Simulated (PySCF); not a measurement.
# CH4BClO: the cost of one run

Computed with PySCF 2.14.0, with density-fitted response routines of our own, on a single molecule in the gas phase. Atoms are numbered from 0 throughout.

### Step 1. Starting geometry

8 atoms, charge 0, multiplicity 1; geometry from: PBE0-D3(BJ)/def2-SVP.

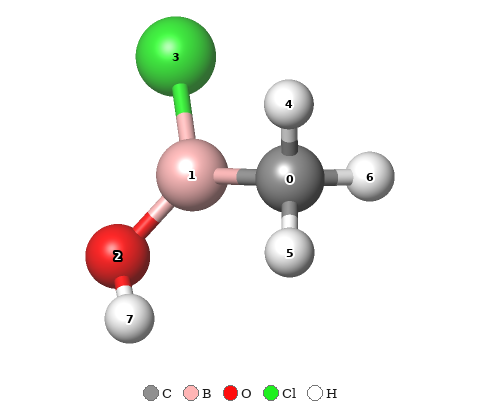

As it starts; carbon grey, boron pink, oxygen red, chlorine green, hydrogen white, atoms numbered.

### Step 2. Indirect couplings: B3LYP/def2-TZVP

Job settings and geometry (Å):

```
{"job": {"kind": "j", "xc": "B3LYP", "basis": "def2-TZVP"}, "charge": 0, "multiplicity": 1}
C     -0.509039     0.383256     0.821417
B      0.949240     0.962109     0.832593
O      2.065200     0.257046     0.565215
Cl     1.207372     2.669932     1.237504
H     -1.162702     0.998086     0.183205
H     -0.573734    -0.662644     0.483608
H     -0.933729     0.441986     1.837272
H      1.877586    -0.661071     0.344244
```

Level: B3LYP/def2-TZVP indirect spin-spin coupling, non-relativistic, gas phase.

Run with:

```console
> OMP_NUM_THREADS=1 python probes_run.py task.json out
```

The driver reads the jobs from task.json and runs them one after another.

**Question.** How long does this first job take on 1 thread of Arm Neoverse V1, shared host, and how much memory does it need?

About 13 s, with a peak of 0.63 GiB.
